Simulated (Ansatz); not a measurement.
# AlH3O: up Jacob's ladder to CCSD(T)

Aim: compute AlH3O with functionals from several rungs and with coupled cluster, and see how far each lands from CCSD(T) at the basis-set limit for the atomisation energy.

Computed with Ansatz 0.2.0, Gaussian basis. Level: functionals in def2-TZVPP, the program's frozen cores in correlated methods.

The runs, in order: LDA (SPW92), PBE-D4, revPBE-D4, BLYP-D4, r2SCAN-D4, B97M-V, PBE0-D4, B3LYP-D4, r2SCANh-D4, r2SCAN0-D4, HSE06-D4, BHLYP-D4, CAM-B3LYP-D4, LC-ωPBE, ωB97X-V, ωB97M-V, B2PLYP, PBE-QIDH; CCSD(T)/def2-SVP; CCSD(T)/def2-TZVPP; CCSD(T)/def2-QZVPP; extrapolation to the limit; RPA on PBE.

## (1) Structure used throughout

The geometry comes from an earlier relaxation with PBE0-D4 in a triple-zeta def2 set; it is a stationary point.

SMILES `[OH][AlH2]`, 5 atoms, charge 0, spin multiplicity 1.

Atoms are counted from 1 here; the program's logs count them from 0.

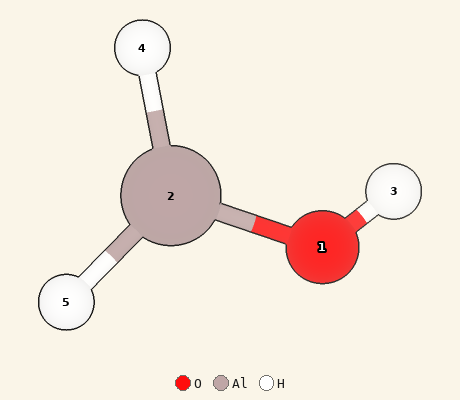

The structure; oxygen red, aluminium light grey, hydrogen white; atoms are numbered from 1 in the order of the file.

## (2) LDA

This LDA is Slater exchange with PW92 correlation.

in.yaml

```yaml
crystal:
  periodic: [false, false, false]
  atoms:
    - {symbol: O, position_ang: [0.654851, -0.706885, 0.756677]}
    - {symbol: Al, position_ang: [-0.157872, 0.423789, -0.210842]}
    - {symbol: H, position_ang: [0.557410, -1.652202, 0.656199]}
    - {symbol: H, position_ang: [-1.137027, -0.078936, -1.351190]}
    - {symbol: H, position_ang: [0.132638, 1.940633, 0.107656]}
basis:
  gaussian: {orbitals: def2-TZVPP}
hamiltonian: {xc: lda}
output: {orbitals: {seedname: orbitals}}
```

On the command line:

```
ansatz run in.yaml --threads 2 --pin off --events-out ev --progress --plain --max-ram 32768MiB --backend cpu
```

After this run come: PBE-D4 (GGA); revPBE-D4 (GGA); BLYP-D4 (GGA); r2SCAN-D4 (meta-GGA); B97M-V (meta-GGA); PBE0-D4 (hybrid); B3LYP-D4 (hybrid); r2SCANh-D4 (hybrid); r2SCAN0-D4 (hybrid); HSE06-D4 (hybrid); BHLYP-D4 (hybrid); CAM-B3LYP-D4 (range-separated); LC-ωPBE (range-separated); ωB97X-V (range-separated); ωB97M-V (range-separated); B2PLYP (double hybrid); PBE-QIDH (double hybrid); CCSD(T) in def2-SVP; CCSD(T) in def2-TZVPP; CCSD(T) in def2-QZVPP; RPA on PBE orbitals.

Q: Predict the results of all the runs planned. Wanted: atomisation energy, CCSD(T)/CBS; farthest beyond LDA; mean size of error, GGA; mean size of error, meta-GGA; mean size of error, hybrid; mean size of error, range-separated; mean size of error, double hybrid; gap, smallest and largest; T1 diagnostic.

The runs gave:

```
                               quantity                                      value
        atomisation energy, CCSD(T)/CBS                                  15.952 eV
    functionals within 0.080 eV (0.5 %)                               CAM-B3LYP-D4
                    farthest beyond LDA                       BHLYP-D4 (-0.630 eV)
                mean size of error, GGA                                   0.358 eV
           mean size of error, meta-GGA                                   0.116 eV
             mean size of error, hybrid                                   0.432 eV
    mean size of error, range-separated                                   0.127 eV
      mean size of error, double hybrid                                   0.370 eV
              gap, smallest and largest  5.11 eV (LDA (SPW92)), 12.22 eV (LC-ωPBE)
                          T1 diagnostic                                     0.0124
triples share of the correlation energy                                      2.9 %
```

**Reading.** The LDA atomisation energy is off by 1.676 eV (11 %): it overbinds. PBE-D4 misses by -0.269 eV. Double hybrids carry the basis error of their MP2 part in triple zeta, and no dispersion term here, so their miss is partly the set-up's. By mean error the best rung here is meta-GGA (0.116 eV) and the worst beyond LDA is hybrid (0.432 eV). The gap between the best rungs is small, so their order is not settled. The mean of the hybrids holds BHLYP, with half exact exchange. Misses under about 0.080 eV are within the doubt on the reference itself, which lacks core-valence correlation, relativity and higher excitations. Hartree-Fock recovers 72 % of the binding; the rest is correlation. CCSD(T) in def2-SVP is off by -1.160 eV, more than most functionals: a good method in a small basis is no reference. The gap grows from 5.1 to 12.2 eV across the functionals, mostly with the share of exact exchange.
